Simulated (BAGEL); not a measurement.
# A workflow on GaH2ClO (SMILES [OH][GaH][Cl])

Wanted: a single-point energy (HF/def2-SV(P)), then the energy (NEVPT2(2,2)/def2-SV(P)), then the energy (CASPT2(2,2)/def2-SV(P)) of GaH2ClO. 

The calculation is run with BAGEL 1.2.2.

1 further run of the same task is left out (set aside as unsound or not needed).

## (1) Starting point

GaH2ClO has 5 atoms, charge 0, and is taken as a singlet. As SMILES, `[OH][GaH][Cl]`. The O1–H4 distance was set to 1.537 Å, away from the relaxed value. At this shape a bond of the SMILES string is far longer than usual.

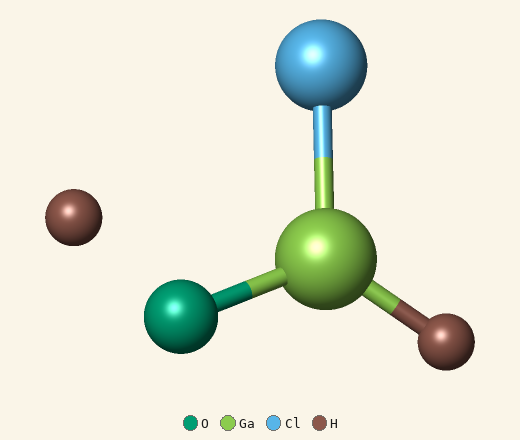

The structure, seen from a chosen angle (oxygen teal, gallium green, chlorine blue, hydrogen brown).

## (2) The energy at HF/def2-SV(P) (density fitting with svp-jkfit) (run 1)

File input.json:

```json
{ "bagel" : [

{
  "title" : "molecule",
  "basis" : "def2-sv_p_.json",
  "df_basis" : "svp-jkfit",
  "geometry" : [
    { "atom" : "O", "xyz" : [    -1.58819387,     1.87974459,    -0.79681058 ] },
    { "atom" : "Ga", "xyz" : [     1.47769780,     1.29789792,     0.41847229 ] },
    { "atom" : "Cl", "xyz" : [     2.34224750,    -2.60381961,     1.09575013 ] },
    { "atom" : "H", "xyz" : [    -3.16018900,    -0.53252482,    -1.17597657 ] },
    { "atom" : "H", "xyz" : [     3.38102995,     3.43801275,     0.94891841 ] }
  ]
},

{
  "title" : "hf"
},

{
  "title" : "print",
  "file" : "orbitals.molden",
  "orbitals" : true
}

]}
```

The basis set def2-SV(P) is read from a file made from the Basis Set Exchange's data (not shown).

Launch:

```
$ BAGEL_NUM_THREADS=1 BAGEL input.json > input.out
```

The program printed:

```text
* using 1 threads per process

  ===============================================================
  ===============================================================

  *** Geometry ***

  { "atom" : "O", "xyz" : [     -1.588194,      1.879745,     -0.796811 ] },
  { "atom" : "Ga", "xyz" : [      1.477698,      1.297898,      0.418472 ] },
  { "atom" : "Cl", "xyz" : [      2.342248,     -2.603820,      1.095750 ] },
  { "atom" : "H", "xyz" : [     -3.160189,     -0.532525,     -1.175977 ] },
  { "atom" : "H", "xyz" : [      3.381030,      3.438013,      0.948918 ] },

  Number of auxiliary basis functions:      507

  Since a DF basis is specified, we compute 2- and 3-index integrals:
    o Being stored without compression. Storage requirement is 0.019 GB

  Number of basis functions:       68
  Number of electrons      :       58

    * METHOD: MOLECULE                             0.23

  *** RHF ***

  === Nuclear Repulsion ===
   252.1821995231

      * DIIS with orbital gradients will be used.

  === RHF iteration (def2-sv_p_.json) ===
      0      -2458.01519917          0.02519970           0.07
      1      -2458.03327223          0.02647453           0.07
      2      -2458.26791568          0.00184214           0.06
[... 13 lines of this table left out ...]
     16      -2458.27103696          0.00000000           0.06
    * SCF iteration converged.

    * Permanent dipole moment:
           (    0.045109,    -0.006758,     0.017320) a.u.

    * METHOD: HF                                   1.30

    * METHOD: PRINT                                0.01

  ===============================================================
```

Wall time 1.7 s (1 thread of Arm Neoverse V1, shared host); peak memory 0.15 GiB.

## (3) A single-point energy at NEVPT2(2,2)/def2-SV(P) (density fitting with svp-jkfit) (run 2)

File nevpt2.json:

```json
{ "bagel" : [

{
  "title" : "molecule",
  "basis" : "def2-sv_p_.json",
  "df_basis" : "svp-jkfit",
  "angstrom" : false,
  "geometry" : [
    { "atom" : "O", "xyz" : [ -1.58819387,  1.87974459, -0.79681058 ] },
    { "atom" : "Ga", "xyz" : [  1.47769780,  1.29789792,  0.41847229 ] },
    { "atom" : "Cl", "xyz" : [  2.34224750, -2.60381961,  1.09575013 ] },
    { "atom" : "H", "xyz" : [ -3.16018900, -0.53252482, -1.17597657 ] },
    { "atom" : "H", "xyz" : [  3.38102995,  3.43801275,  0.94891841 ] }
  ]
},
{ "title" : "hf" },
{ "title" : "casscf", "nstate" : 1, "nact" : 2, "nclosed" : 28, "active" : [24, 30], "maxiter" : 200, "natocc" : true },
{ "title" : "nevpt2", "nstate" : 1, "nact" : 2, "nclosed" : 28, "active" : [24, 30], "maxiter" : 200, "natocc" : true, "ncore" : 15 },
{ "title" : "print", "file" : "orbitals.molden", "orbitals" : true }

]}
```

The basis set def2-SV(P) is read from a file made from the Basis Set Exchange's data (not shown).

Launch:

```
$ BAGEL_NUM_THREADS=1 BAGEL nevpt2.json > nevpt2.out
```

The program printed:

```text
* using 1 threads per process

  ===============================================================
  ===============================================================

  *** Geometry ***

[... 29 lines left out ...]
    * SCF iteration converged.
[... 1 line left out ...]
    * Permanent dipole moment:
[... 27 lines left out ...]
    * Second-order optimization converged. *
[... 9 lines left out ...]
     * ci vector, state   0, <S^2> = 0.0000
[... 3 lines left out ...]
    * METHOD: CASSCF                               4.82

    * freezing 15 orbitals

  === DF-NEVPT2 calculation ===

    * 3-index integral transformation done
    * assembly done

      NEVPT2 correlation energy:   -0.4942093032      0.08

          (+0)     -0.4177436888
          (+0)'    -0.0293198098
          (+1)     -0.0090199958
          (+1)'    -0.0000000000
          (+2)     -0.0006243505
          (-1)     -0.0352524718
          (-1)'     0.0000000000
          (-2)     -0.0022489865

      NEVPT2 total energy:       -2458.8210674145

    * METHOD: NEVPT2                               0.20

    * METHOD: PRINT                                0.01

  ===============================================================
```

It took 6.9 s on 1 thread of Arm Neoverse V1, shared host; peak memory 0.15 GiB.

## (4) The energy at CASPT2(2,2)/def2-SV(P) (density fitting with svp-jkfit) (run 3)

File caspt2.json:

```json
{ "bagel": [

{
  "title": "molecule",
  "basis": "def2-sv_p_.json",
  "df_basis": "svp-jkfit",
  "geometry": [
    { "atom": "O", "xyz": [ -1.58819387,  1.87974459, -0.79681058 ] },
    { "atom": "Ga", "xyz": [  1.47769780,  1.29789792,  0.41847229 ] },
    { "atom": "Cl", "xyz": [  2.34224750, -2.60381961,  1.09575013 ] },
    { "atom": "H", "xyz": [ -3.16018900, -0.53252482, -1.17597657 ] },
    { "atom": "H", "xyz": [  3.38102995,  3.43801275,  0.94891841 ] }
  ]
},
{
  "title": "hf"
},
{
  "title": "casscf",
  "nstate": 1,
  "nact": 2,
  "nclosed": 28,
  "active": [24, 30],
  "maxiter": 200,
  "natocc": "true"
},
{
  "title": "print",
  "file": "orbitals.molden",
  "orbitals": "true"
},
{
  "title": "smith",
  "method": "caspt2",
  "ms": "true",
  "xms": "true",
  "sssr": "true",
  "shift": 0.2,
  "shift_imag": "true",
  "ncore": 15
}

]}
```

The basis set def2-SV(P) is read from a file made from the Basis Set Exchange's data (not shown).

Launch:

```
$ BAGEL_NUM_THREADS=1 BAGEL caspt2.json > caspt2.out
```

The program printed:

```text
* using 1 threads per process

  ===============================================================
  ===============================================================

  *** Geometry ***

[... 31 lines left out ...]
    * Permanent dipole moment:
[... 37 lines left out ...]
     * ci vector, state   0, <S^2> = 0.0000
[... 21 lines left out ...]
       #      aibj      arbs      arbi      airj      risj      airs      arst      rist         Etot      error   time
[... 8 lines left out ...]
      ------------------------------------------------------------------------------------------------------------------

    * CASPT2 energy : state  0    -2458.8223856960
        w/o shift correction      -2458.8201974258
        reference weight              0.8737041199

    * METHOD: SMITH                                0.37

  ===============================================================
```

Run time: 6.9 s. Hardware: 1 thread of Arm Neoverse V1, shared host; peak memory 0.15 GiB.

## (5) Outcome

| quantity | value |
| --- | --- |
| run 1, HF/def2-SV(P): total energy | -2458.27104 Eh |
| run 1, HF/def2-SV(P): dipole moment | 0.12 D |
| run 1, HF/def2-SV(P): HOMO energy | -12.16 eV |
| run 1, HF/def2-SV(P): LUMO energy | 1.32 eV |
| run 1, HF/def2-SV(P): HOMO–LUMO gap | 13.48 eV |
| run 2, NEVPT2(2,2)/def2-SV(P): total energy | -2458.82107 Eh |
| run 3, CASPT2(2,2)/def2-SV(P): total energy | -2458.82239 Eh |
